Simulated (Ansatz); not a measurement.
**Bands, cutoff and cost in G0W0 for SiO2 (Fddd)**

Wanted: a G0W0 gap for SiO2 (Fddd) that is converged in bands and cutoff, or an estimate of the limit.

Calculated with Ansatz 0.2.0; G0W0 on LDA, plane waves, PAW; PAW set soft_1.

### 1. The structure

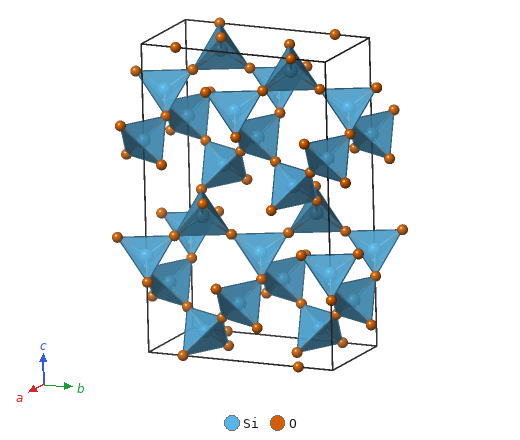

The cell as given, slightly off an axis (silicon blue, oxygen orange). This picture shows the conventional cell, with its axes. Bonds to atoms that aren't drawn are left out. Some periodic images of atoms are drawn too.

Structure file:

```cif
data_structure
_symmetry_space_group_name_H-M 'P 1'
_symmetry_Int_Tables_number 1
_cell_length_a 8.7438
_cell_length_b 7.7316
_cell_length_c 5.2736
_cell_angle_alpha 82.152
_cell_angle_beta 61.159
_cell_angle_gamma 36.689
_cell_volume 163.87
loop_
_atom_site_label
_atom_site_type_symbol
_atom_site_fract_x
_atom_site_fract_y
_atom_site_fract_z
_atom_site_occupancy
Si1 Si 0.56323 0.56323 0.93677 1
Si2 Si 0.31323 0.31323 0.68677 1
Si3 Si 0.68677 0.68677 0.31323 1
Si4 Si 0.93677 0.93677 0.56323 1
O5 O 0.62500 0.12500 0.62500 1
O6 O 0.62500 0.62500 0.12500 1
O7 O 0.62500 0.62500 0.62500 1
O8 O 0.12500 0.62500 0.62500 1
O9 O 0.18656 0.81344 0.18656 1
O10 O 0.81344 0.18656 0.81344 1
O11 O 0.43656 0.06344 0.43656 1
O12 O 0.06344 0.43656 0.06344 1
```

The cell and positions are those that the Materials Project relaxed with its own functionals (PBE, PBE+U or r2SCAN), kept fixed.

### 2. 147 empty bands, screening to 54 eV

G0W0 replaces the xc potential by the self-energy, built once from these orbitals. Only a window of levels is corrected, while the sums run over the empty bands that the input names. This step takes PAW set soft_1 files.

Contents of input.yaml:

```yaml
crystal:
  lattice:
    - [0.0, 4.71625711, 7.3627753715]
    - [2.3595806657, 0.0, 7.3627753715]
    - [2.3595806657, 4.71625711, 0.0]
  atoms:
    - { symbol: Si, position: [0.56323108, 0.56323108, 0.93676892] }
    - { symbol: Si, position: [0.31323108, 0.31323108, 0.68676892] }
    - { symbol: Si, position: [0.68676892, 0.68676892, 0.31323108] }
    - { symbol: Si, position: [0.93676892, 0.93676892, 0.56323108] }
    - { symbol: O, position: [0.625, 0.125, 0.625] }
    - { symbol: O, position: [0.625, 0.625, 0.125] }
    - { symbol: O, position: [0.625, 0.625, 0.625] }
    - { symbol: O, position: [0.125, 0.625, 0.625] }
    - { symbol: O, position: [0.1865604, 0.8134396, 0.1865604] }
    - { symbol: O, position: [0.8134396, 0.1865604, 0.8134396] }
    - { symbol: O, position: [0.4365604, 0.0634396, 0.4365604] }
    - { symbol: O, position: [0.0634396, 0.4365604, 0.0634396] }
kpoints:
  mp_grid: { grid: [4, 4, 4] }
hamiltonian:
  xc: lda
  pseudopotentials: { kind: paw, azcp: { folder: soft_1 }, xc_functional: pbe }
scf:
  occupations: { method: fixed }
gw:
  n_empty_bands: 147
  ecut_chi: 54
  qp_bands: [v4, c4]
  qp_kpoints: band_edges
  screening: { model: contour_deformation }
```

Run with:

```sh
$ ansatz run input.yaml --threads 3 --pin off --max-ram 92160MiB --backend cuda --events-out ev --progress --plain --runs-dir out --devices 1 --max-vram 13GiB
```

Numbers of over 12 decimals in the logs are rounded to 6 here.

The program printed:

```text
GPUs: using 1 of 1 available (devices: 1).
Engine: ansatz 0.2.0, x86_64-unknown-linux-gnu
Pseudopotentials: kind: paw
Pseudopotential: Si, paw, valence charge 4, recommended cutoff 420 eV (normal), soft_1/Si.paw.azcp
Pseudopotential: O, paw, valence charge 6, recommended cutoff 420 eV (normal), soft_1/O.paw.azcp
Functional definition: SPW92
  exchange = slater_x
  correlation = pw_c
device memory: the entry about to start is reckoned to put 3.9 GiB on a device that reports 42.5 GiB free (of which the cap on the GPU budget leaves the run 13.0 GiB)
GPU FFT provider: cuFFT
GPU libraries: cuBLAS 13.8.2, cuFFT 12.4.0, cuSOLVER 12.3.4
Crystal: 12 atoms, lattice volume = 163.872 Å³
Basis set: ecut = 420 eV, 3169 PW (Γ)
Bands: 44, of which v1, the nominal top of the filled ones, is band 32 counted from 1 (31 counted from 0)
Symmetry: 8 space group operations
Space group: Fddd (ITA 70), of the structure as read, at distance tolerance 5.5e-5 Å
k-points: 18 of 64
Non-local potential: Si, projectors of the file, l = 0: 2, l = 1: 2, l = 2: 1
Non-local potential: O, projectors of the file, l = 0: 2, l = 1: 2, l = 2: 1
PAW form: soft (Blöchl's): semilocal exchange-correlation on the pseudo side does not see the compensation charge
PAW frozen core: Si, regenerated for the run's functional, and the local potential with it (the file was generated under x = pbe(κ = 0.804, μ = 0.219515), c = pbe(β = 0.066725))
PAW frozen core: O, regenerated for the run's functional, and the local potential with it (the file was generated under x = pbe(κ = 0.804, μ = 0.219515), c = pbe(β = 0.066725))
PAW one-centre angular grid: Si, 110 points (default); XC on 64 Gauss nodes
PAW one-centre angular grid: O, 110 points (default); XC on 64 Gauss nodes
Initial density: superposition of atomic densities (chi_scale 0.1, normalization cell, long waves kept (reshape's long-wave potential 0.01 eV rms))
Initial wavefunctions: pseudopotential atomic-orbital guess
GPU buffer pool allocated for 116640 grid points (all kernels)
GPU transforms: local potential and band sums: pruned to the plane-wave sphere, on 60×54×36
Functional: x = slater, c = lda
SCF iter   1: F=—  HF=-6897.269031 eV  |F-HF|=—  |Δ(HF+E_count)|=         —  Δρ=1.22e-1  dr2=2.19e1  ethr=3.10e-3  ⟨swp⟩=4.8  Hψ=3262  notcnv=0  defer=148
preconditioner: auto → Resta (q_TF=auto, 2.333 Å⁻¹)  ε∞=2.7  [insulator: Δε(μ)=7.136 eV  Ē_g=17.907 eV  n_scr=30 (ndim 8)  ℏωp=23.2 eV  f_vac=0.049  ε∞_Penn≈2.7]
SCF iter   2: F=—  HF=-6891.057086 eV  |F-HF|=—  |Δ(HF+E_count)|=    6.21e0  Δρ=4.17e-2  dr2=1.16e0  ethr=3.10e-3  ⟨swp⟩=3.7  Hψ=2098  notcnv=0  defer=160
SCF iter   3: F=—  HF=-6890.792108 eV  |F-HF|=—  |Δ(HF+E_count)|=   2.65e-1  Δρ=1.96e-2  dr2=3.66e-1  ethr=1.82e-3  ⟨swp⟩=1.9  Hψ=738  notcnv=0  defer=175
SCF iter   4: F=—  HF=-6890.708061 eV  |F-HF|=—  |Δ(HF+E_count)|=   8.40e-2  Δρ=1.59e-3  dr2=3.17e-3  ethr=5.72e-4  ⟨swp⟩=3.0  Hψ=1289  notcnv=0  defer=179
SCF iter   5: F=—  HF=-6890.710174 eV  |F-HF|=—  |Δ(HF+E_count)|=   2.11e-3  Δρ=1.30e-3  dr2=2.00e-3  ethr=4.95e-6  ⟨swp⟩=2.6  Hψ=1426  notcnv=0  defer=180
SCF iter   6: F=—  HF=-6890.709742 eV  |F-HF|=—  |Δ(HF+E_count)|=   4.32e-4  Δρ=1.85e-4  dr2=5.88e-5  ethr=3.13e-6  ⟨swp⟩=2.1  Hψ=1155  notcnv=0  defer=180
SCF iter   7: F=—  HF=-6890.709762 eV  |F-HF|=—  |Δ(HF+E_count)|=   2.03e-5  Δρ=5.08e-5  dr2=3.17e-6  ethr=9.19e-8  ⟨swp⟩=2.1  Hψ=1146  notcnv=0  defer=177
SCF iter   8: F=-6890.709766 eV  HF=-6890.709766 eV  |F-HF|=7.34e-8  |Δ(HF+E_count)|=   3.50e-6  Δρ=7.54e-6  dr2=9.25e-8  ethr=1.56e-10  ⟨swp⟩=14.2  Hψ=5069  notcnv=0
SCF 1 converged in 8 iterations: F = -6890.709766 eV  dr2 = 9.25e-8
  greatest PAW one-centre occupation: 0.856 electrons in one spin orbital (limit 2), on the O atom at site 11 (counted from 0), in its partial waves of l = 0
device memory: the entry about to start is reckoned to put 4.8 GiB (of the 4.9 GiB reckoned in all, the device holds 0.1 GiB already) on a device that reports 44.7 GiB free (of which the cap on the GPU budget leaves the run 13.0 GiB)
NSCF: frozen V_eff on 18 k-points
the band table was solved once the SCF had ended and its energy, with any forces and stress, was formed, with the checks that follow a solve (3534 applications of the Hamiltonian). They found nothing against the state; the energy, forces and stress were not computed again (output.eigenvalues in the input reference)
device memory: the entry about to start is reckoned to put 4.1 GiB on a device that reports 45.3 GiB free (of which the cap on the GPU budget leaves the run 13.0 GiB)
NSCF: frozen V_eff on 18 k-points
G₀W₀ screening: q 1/18
[... further progress lines ...]
device memory: the entry about to start is reckoned to put 1.1 GiB on a device that reports 47.4 GiB free (of which the cap on the GPU budget leaves the run 13.0 GiB)
NSCF: frozen V_eff on 1 k-points
device memory: the entry about to start is reckoned to put 1.1 GiB on a device that reports 47.4 GiB free (of which the cap on the GPU budget leaves the run 13.0 GiB)
NSCF: frozen V_eff on 1 k-points
SCF converged after 8 iterations
Free energy (F): -6890.709766 eV
Harris-Foulkes:  -6890.709766 eV  (|F-HF|=7.34e-8)
Internal energy: -6890.709766 eV  (E = F + TS)
E sigma→0 (E₀):  -6890.709766 eV
Fermi energy:    1.447511 eV
--- Per-component energies (eV) ---
  E_band       = -345.440159
  E_kinetic    = 1546.653873
  E_local      = -4240.163944  (includes V_loc(G=0)·N_el)
  E_nonlocal   = 528.931622
  E_hartree    = 1558.261466
  E_xc         = -789.627636
  E_vxc        = -919.888347  (∫ρ·V_xc dr)
  E_paw        = -3165.226850  (= ΣΔE_a)
  E_vpaw       = -377.502226  (= ΣTr[D̂ρ^β])
  E_aug_tail   = 0.006884  (compensation charges beyond the density's cutoff)
  E_ewald      = -2330.657877
  E_core_change = 1.112695  (= ΣΔE_core)
  E_smearing   = -0.000000  (= −TS)
  E_closure    = -0.000000  (closes the sum)
  Σ components = -6890.709766   (vs F -6890.709766, Δ=0.00e0)
--- Band table (eV; the first three rows and the last of 18) ---
  k-point 0: bands = [... 28 lower, 0.8042, 1.0083, 1.4099, 1.4475, 6.9810, 9.5144, 9.5647, 9.9041, ... 8 higher]
  k-point 1: bands = [... 28 lower, 0.6813, 1.0260, 1.2064, 1.2809, 7.9190, 9.9867, 10.0478, 10.2783, ... 8 higher]
  k-point 2: bands = [... 28 lower, 0.8286, 0.8734, 1.1237, 1.1847, 9.4064, 9.9763, 10.2058, 10.7001, ... 8 higher]
  k-point 17: bands = [... 28 lower, 0.8148, 0.8148, 1.2814, 1.2814, 8.1256, 8.1256, 10.0021, 10.0021, ... 8 higher]
--- G₀W₀: contour deformation, 5 samples at zero and on the imaginary axis and 2 off it, 64 q-points, 147 empty bands' worth ---
  eigenvalues of the whole cell's RPA ε∞ on this k-mesh (on a slab, of 1 + 4πα/V) = 2.2830, 2.3377, 2.3451; static W/v taken at q = 0 is 0.431294
  bands read: the sum over 179 bands ends inside a degenerate multiplet in 6 slots, whose members it reads at an even weight; the widest, k=6: bands 179 to 180 (counted from 1) at 1/2 each
  gw.qp_kpoints: band_edges: 18 of 18 stored k-points solved, in 1 pass; an edge of the gap read off the rows below is read off those points alone
    ik  band        ε_KS         Σx   Σc(E_QP)       V_xc       Z   E_QP_lin       E_QP  E_QP is
     0    29      0.8042   -26.3416     4.4358   -20.5507  0.8135    -0.5669    -0.5509  root
     0    30      1.0083   -26.5876     4.4988   -20.7265  0.8123    -0.3703    -0.3540  root
     0    31      1.4099   -26.9245     4.4516   -21.2008  0.8143     0.1242     0.1377  root
     0    32      1.4475   -26.5903     4.4461   -20.8379  0.8137     0.1266     0.1412  root
     0    33      6.9810    -6.9733    -3.2486   -11.7613  0.8736     8.5333     8.5203  root
     0    34      9.5144    -6.1078    -3.6329   -11.8416  0.8656    11.6434    11.6152  root
     0    35      9.5647    -5.5973    -3.5925   -11.2726  0.8668    11.6750    11.6474  root
     0    36      9.9041    -7.7439    -3.4148   -13.2195  0.8588    11.9942    11.9648  root
     1    29      0.6813   -26.1489     4.4778   -20.2685  0.8112    -0.7392    -0.7213  root
     1    30      1.0260   -26.4125     4.4576   -20.6081  0.8130    -0.3366    -0.3207  root
     1    31      1.2064   -26.5855     4.4437   -20.8281  0.8136    -0.1221    -0.1073  root
     1    32      1.2809   -26.5693     4.4567   -20.7950  0.8131    -0.0517    -0.0367  root
     1    33      7.9190    -7.4924    -3.2264   -12.4070  0.8685     9.6240     9.6073  root
     1    34      9.9867    -7.2335    -3.6187   -13.0057  0.8603    12.1721    12.1403  root
     1    35     10.0478    -7.1512    -3.5629   -12.8362  0.8605    12.2008    12.1699  root
     1    36     10.2783    -6.2082    -3.5949   -11.9268  0.8622    12.4328    12.4019  root
     2    29      0.8286   -26.1856     4.4634   -20.3406  0.8114    -0.5702    -0.5530  root
     2    30      0.8734   -26.2795     4.4612   -20.4582  0.8118    -0.5033    -0.4867  root
     2    31      1.1237   -26.6072     4.4582   -20.8282  0.8134    -0.2121    -0.1971  root
     2    32      1.1847   -26.6396     4.4644   -20.8509  0.8131    -0.1548    -0.1396  root
     2    33      9.4064    -7.4892    -3.4588   -12.8954  0.8626    11.3789    11.3538  root
     2    34      9.9763    -7.5173    -3.3339   -12.8221  0.8606    11.9737    11.9471  root
     2    35     10.2058    -9.5201    -3.9343   -15.8945  0.8535    12.6889    12.6458  root
     2    36     10.7001    -6.2928    -3.6438   -12.0822  0.8615    12.8782    12.8457  root
[...]
17    29      0.8148   -25.9232     4.4176   -20.1120  0.8120    -0.5963    -0.5788  root
    17    30      0.8148   -25.9232     4.4176   -20.1120  0.8120    -0.5963    -0.5788  root
    17    31      1.2814   -26.5485     4.4288   -20.8144  0.8140    -0.0384    -0.0238  root
    17    32      1.2814   -26.5485     4.4288   -20.8144  0.8140    -0.0384    -0.0238  root
    17    33      8.1256    -7.6193    -3.2170   -12.5606  0.8672     9.8676     9.8499  root
    17    34      8.1256    -7.6193    -3.2170   -12.5606  0.8672     9.8676     9.8499  root
    17    35     10.0021    -6.5266    -3.5560   -12.2452  0.8618    12.1961    12.1646  root
    17    36     10.0021    -6.5266    -3.5560   -12.2452  0.8618    12.1961    12.1646  root
```

It took 28 s on 1 × NVIDIA H100 80GB HBM3 (shared by 6 runs) with 3 threads of AMD EPYC 7R13 (Zen 3), shared host; peak memory 1.4 GiB; 44 s of CPU time.

In the SCF lines HF is the Harris–Foulkes energy and dr2 the Hartree energy of the density residual, in eV; the loop may stop once dr2 is under the threshold and the program's other checks hold. Hψ counts applications of the Hamiltonian.

This step gave:

```yaml
bands_summed: 179
rpa_eps_infinity_on_this_mesh_eigenvalues: 2.283, 2.338, 2.345
plane_waves_in_the_screening_matrix: 139
q_points_in_the_mesh: 64
g0w0_gap_on_the_mesh: 8.379 eV
k_of_the_valence_top: 0, 0, 0
k_of_the_conduction_bottom: 0, 0, 0
starting_gap_on_the_mesh: 5.533 eV
z_at_the_valence_top: 0.8137
z_at_the_conduction_bottom: 0.8736
least_direct_g0w0_gap_on_the_computed_points: 8.379 eV
```

The gap on the mesh goes from 5.53 eV to 8.38 eV, a correction of +2.85 eV. Between the two edge states, bare exchange in place of the xc potential would open the gap by 10.54 eV, and correlation takes back 7.69 eV.

### 3. 417 empty bands, screening to 108 eV

Another rung: the empty bands reach about as high as the screening cutoff, so the two stay in balance.

input.yaml, as its differences from that of step 2:

```diff
@@ -26,4 +26,4 @@
 gw:
-  n_empty_bands: 147
-  ecut_chi: 54
+  n_empty_bands: 417
+  ecut_chi: 108
   qp_bands: [v4, c4]
```

The program printed:

```text
GPUs: using 1 of 1 available (devices: 1).
[...]
GPU FFT provider: cuFFT
GPU libraries: cuBLAS 13.8.2, cuFFT 12.4.0, cuSOLVER 12.3.4
Crystal: 12 atoms, lattice volume = 163.872 Å³
Basis set: ecut = 420 eV, 3169 PW (Γ)
Bands: 44, of which v1, the nominal top of the filled ones, is band 32 counted from 1 (31 counted from 0)
Symmetry: 8 space group operations
[...]
k-points: 18 of 64
[...]
GPU buffer pool allocated for 116640 grid points (all kernels)
[...]
SCF iter   1: F=—  HF=-6897.269031 eV  |F-HF|=—  |Δ(HF+E_count)|=         —  Δρ=1.22e-1  dr2=2.19e1  ethr=3.10e-3  ⟨swp⟩=4.8  Hψ=3262  notcnv=0  defer=148
[...]
SCF iter   8: F=-6890.709766 eV  HF=-6890.709766 eV  |F-HF|=7.34e-8  |Δ(HF+E_count)|=   3.50e-6  Δρ=7.54e-6  dr2=9.25e-8  ethr=1.56e-10  ⟨swp⟩=14.2  Hψ=5069  notcnv=0
SCF 1 converged in 8 iterations: F = -6890.709766 eV  dr2 = 9.25e-8
[...]
NSCF: frozen V_eff on 18 k-points
[...]
G₀W₀ screening: q 1/18
[... further progress lines ...]
[...]
SCF converged after 8 iterations
Free energy (F): -6890.709766 eV
[...]
Internal energy: -6890.709766 eV  (E = F + TS)
E sigma→0 (E₀):  -6890.709766 eV
Fermi energy:    1.447511 eV
[...]
--- Band table (eV; the first three rows and the last of 18) ---
  k-point 0: bands = [... 28 lower, 0.8042, 1.0083, 1.4099, 1.4475, 6.9810, 9.5144, 9.5647, 9.9041, ... 8 higher]
  k-point 1: bands = [... 28 lower, 0.6813, 1.0260, 1.2064, 1.2809, 7.9190, 9.9867, 10.0478, 10.2783, ... 8 higher]
  k-point 2: bands = [... 28 lower, 0.8286, 0.8734, 1.1237, 1.1847, 9.4064, 9.9763, 10.2058, 10.7001, ... 8 higher]
  k-point 17: bands = [... 28 lower, 0.8148, 0.8148, 1.2814, 1.2814, 8.1256, 8.1256, 10.0021, 10.0021, ... 8 higher]
[...]
0    29      0.8042   -26.3416     4.2183   -20.5507  0.8052    -0.7898    -0.7684  root
     0    30      1.0083   -26.5876     4.2866   -20.7265  0.8039    -0.5877    -0.5661  root
     0    31      1.4099   -26.9245     4.2281   -21.2008  0.8053    -0.1042    -0.0857  root
     0    32      1.4475   -26.5903     4.2314   -20.8379  0.8048    -0.0931    -0.0735  root
     0    33      6.9810    -6.9733    -3.3108   -11.7613  0.8695     8.4696     8.4581  root
     0    34      9.5144    -6.1078    -3.8777   -11.8416  0.8623    11.3919    11.3704  root
     0    35      9.5647    -5.5973    -3.8463   -11.2726  0.8638    11.4144    11.3937  root
     0    36      9.9041    -7.7439    -3.6060   -13.2195  0.8539    11.7968    11.7736  root
[...]
17    33      8.1256    -7.6193    -3.3255   -12.5606  0.8626     9.7563     9.7414  root
    17    34      8.1256    -7.6193    -3.3255   -12.5606  0.8626     9.7563     9.7414  root
    17    35     10.0021    -6.5266    -3.8107   -12.2452  0.8578    11.9337    11.9099  root
    17    36     10.0021    -6.5266    -3.8107   -12.2452  0.8578    11.9337    11.9099  root
```

It took 55 s on 1 × NVIDIA H100 80GB HBM3 (shared by 6 runs) with 3 threads; peak memory 2.1 GiB.

Numbers from this step:

```
bands summed                                 : 449
RPA ε∞ on this mesh (eigenvalues)            : 2.273, 2.324, 2.337
plane waves in the screening matrix          : 425
q-points in the mesh                         : 64
G0W0 gap on the mesh                         : 8.532 eV
k of the valence top                         : 0, 0, 0
k of the conduction bottom                   : 0, 0, 0
starting gap on the mesh                     : 5.533 eV
Z at the valence top                         : 0.8048
Z at the conduction bottom                   : 0.8695
least direct G0W0 gap on the computed points : 8.532 eV
```

Against the run with 4×4×4 mesh, 147 empty bands, screening to 54 eV, PAW set soft_1 files, the gap moves by +0.15 eV.

### 4. 898 empty bands, screening to 180 eV

input.yaml, as its differences from that of step 3:

```diff
@@ -26,4 +26,4 @@
 gw:
-  n_empty_bands: 417
-  ecut_chi: 108
+  n_empty_bands: 898
+  ecut_chi: 180.0
   qp_bands: [v4, c4]
```

The program printed:

```text
GPUs: using 1 of 1 available (devices: 1).
[...]
GPU FFT provider: cuFFT
GPU libraries: cuBLAS 13.8.2, cuFFT 12.4.0, cuSOLVER 12.3.4
Crystal: 12 atoms, lattice volume = 163.872 Å³
Basis set: ecut = 420 eV, 3169 PW (Γ)
Bands: 44, of which v1, the nominal top of the filled ones, is band 32 counted from 1 (31 counted from 0)
Symmetry: 8 space group operations
[...]
k-points: 18 of 64
[...]
0    36      9.9041    -7.7439    -3.7153   -13.2195  0.8525    11.6845    11.6643  root
[...]
17    33      8.1256    -7.6193    -3.4079   -12.5606  0.8608     9.6721     9.6590  root
    17    34      8.1256    -7.6193    -3.4079   -12.5606  0.8608     9.6721     9.6590  root
    17    35     10.0021    -6.5266    -3.9107   -12.2452  0.8572    11.8309    11.8100  root
    17    36     10.0021    -6.5266    -3.9107   -12.2452  0.8572    11.8309    11.8100  root
[key lines of the parts left out:]
SCF converged after 8 iterations
Free energy (F): -6890.709766 eV
Fermi energy:    1.447511 eV
```

Elapsed: 3.3 min, on 1 × NVIDIA H100 80GB HBM3 (shared by 6 runs) with 3 threads; peak memory 4.4 GiB; 5.9 min of CPU time.

This step gave:

```yaml
bands_summed: 930
rpa_eps_infinity_on_this_mesh_eigenvalues: 2.260, 2.312, 2.320
plane_waves_in_the_screening_matrix: 915
g0w0_gap_on_the_mesh: 8.731 eV
k_of_the_valence_top: 0, 0, 0
k_of_the_conduction_bottom: 0, 0, 0
starting_gap_on_the_mesh: 5.533 eV
least_direct_g0w0_gap_on_the_computed_points: 8.731 eV
```

Against the run with 4×4×4 mesh, 417 empty bands, screening to 108 eV, PAW set soft_1 files, the gap moves by +0.20 eV.

[end of part 1 of 2]

[Paths, hosts, dates, memory and timing lines, banners, echoed tables and standing remarks are left out of the program output.]

[Logs are printed without paths, hosts, clocks, repeated set-up lines and the standing remarks that a program may print on its own settings, such as how far it seeks lower states.]

[Runs of the session that timed out or met a known fault of the program may be left out.]

[Cells called generated may have been cut or substituted from an entry of the Crystallography Open Database or the Materials Project.]

[Hosts, paths, dates, database ids (printed as entryN), source tags and the programs' standing remarks are cut or masked in the printed files.]
